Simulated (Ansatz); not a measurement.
Single-point calculation, with input and output: CH$_{3}$AlN

The run: single-point calculation of CH$_{3}$AlN, multiplicity 2. Method and program: UKS wB97M-V/def2-TZVPP (Ansatz 0.2.0).

The geometry comes from this level: PBE0-D4/def2-TZVP.

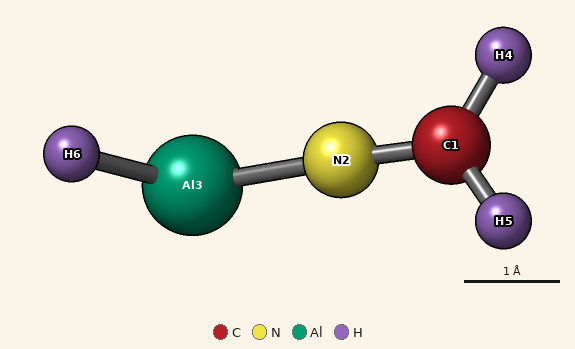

Figure 1. The structure (ball-and-stick view, seen at a tilt; atoms are numbered from 1 in the order of the input). Sticks mark near contacts.

## Key numbers

- outcome: converged
- total energy: −9170.7756 eV
- ⟨S²⟩: 0.753
- SCF solution under orbital rotations: stable
- hardware: 2 threads of Intel Xeon @ 2.50GHz, 11 GiB of memory available, shared host
- wall time: 8 s (CPU time 15 s)
- peak memory: 0.42 GiB

## The input
```yaml
crystal:
  periodic: [false, false, false]
  atoms:
    - {symbol: C, position_ang: [-0.864805, -0.176997, -0.750791]}
    - {symbol: N, position_ang: [0.144583, 0.112216, -0.079939]}
    - {symbol: Al, position_ang: [1.614498, 0.600431, 0.729076]}
    - {symbol: H, position_ang: [-0.919829, -1.082445, -1.373713]}
    - {symbol: H, position_ang: [-1.768325, 0.451095, -0.758187]}
    - {symbol: H, position_ang: [1.793877, 0.095698, 2.233554]}
basis:
  gaussian: {orbitals: def2-TZVPP}
magnetization: {spin_polarized: true, initial_magnetization: 1}
hamiltonian: {xc: {name: wB97M-V}}
```

Launched with:
```bash
ansatz run in.yaml --threads 2 --pin off --events-out ev --progress --plain --max-ram 4352MiB
```

## The program's output
```
Functional definition: wB97M-V
  name "wB97M-V"
  cite "Mardirossian & Head-Gordon, J. Chem. Phys. 144, 214110 (2016) doi:10.1063/1.4952647"
  cite "Becke, J. Chem. Phys. 107, 8554 (1997) doi:10.1063/1.475007"
  cite "Vydrov & Van Voorhis, J. Chem. Phys. 133, 244103 (2010) doi:10.1063/1.3521275"
  # Of w^i u^j: cxij and so on, Table III.
  parameter omega = 0.3/bohr
  parameter cx = 0.15
  parameter cx01 = 1.007
  parameter cx10 = 0.259
  parameter css00 = 0.443
  parameter css04 = -1.437
  parameter css10 = -4.535
  parameter css20 = -3.390
  parameter css43 = 4.278
  parameter cos00 = 1.000
  parameter cos10 = 1.358
  parameter cos20 = 2.924
  parameter cos21 = -8.812
  parameter cos60 = -1.390
  parameter cos61 = 9.142
  parameter b = 6.0
  parameter c = 0.01
  gx(w, u) = 1 - cx + cx01*u + cx10*w
  gss(w, u) = css00 + css04*u^4 + css10*w + css20*w^2 + css43*w^4*u^3
  gos(w, u) = cos00 + cos10*w + (cos20 + cos21*u)*w^2 + (cos60 + cos61*u)*w^6
  exchange = spin_sum(e_x_unif_sr(omega)*gx(b97_w, b97_u_x)) + cx*exact_x_sr(omega) + exact_x_lr(omega)
  correlation = spin_sum(e_c_pw_mod_same_spin*gss(b97_w, b97_u_same))
      + integral(e_c_pw_mod_opposite_spin*gos(b97_w_opposite, b97_u_opposite)) + vv10(b, c)
784 factors; their error is unknown
194 factors; integrals over basis functions are off by at most 2.0e-5 eV
mean field evaluation 1: about -9159.7101 eV, gradient 4.4e1 eV
mean field evaluation 2: about -9127.4642 eV, gradient 8.5e1 eV
mean field evaluation 4: about -9170.4330 eV, gradient 3.5e0 eV
mean field evaluation 8: about -9170.7655 eV, gradient 2.3e-1 eV
mean field evaluation 16: about -9170.7756 eV, gradient 3.2e-3 eV
mean field -9170.77556426 eV, -337.0197858118 hartree, gradient 8.5e-5 eV, S^2 0.752940; 0 other end points of the search recorded, 0 dependent functions left out
reference -9170.77560912 eV, -337.0197874600 hartree; 15, 14 occupied and 131, 132 virtual orbitals, 784 factors
Total energy: -9170.77560912 eV, -337.0197874600 hartree
```
